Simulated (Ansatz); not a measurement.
Cell of blue-P on blue-P on blue-P (facing P atop P, which symmetry holds and which is mostly a maximum against sliding; blue-P a predicted or substrate-bound sheet, here free), atoms relaxed in a fixed cell:

```
CELL_PARAMETERS angstrom
      3.25388     0.00000     0.00000
     -1.62694     2.81794     0.00000
      0.00000     0.00000    28.42000
ATOMIC_POSITIONS crystal
  P  0.33333 0.66667 0.29657
  P  0.66667 0.33333 0.34040
  P  0.66667 0.33333 0.47810
  P  0.33333 0.66667 0.52192
  P  0.33333 0.66667 0.65959
  P  0.66667 0.33333 0.70342
```

Computed with PBE+D3(BJ) (plane waves to 420 eV, PAW; Ansatz, a program for electronic structure). Scalar-relativistic, without spin–orbit coupling. Its k-point mesh 12×12×1, Fermi–Dirac width 0.01 eV. A dipole correction is on.

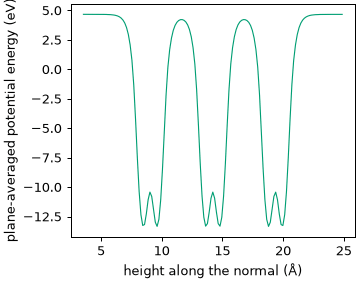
Smooth (PAW) electrostatic potential energy of an electron, averaged over planes, about its mean

The curve spans 18.0 eV over the stretch drawn.
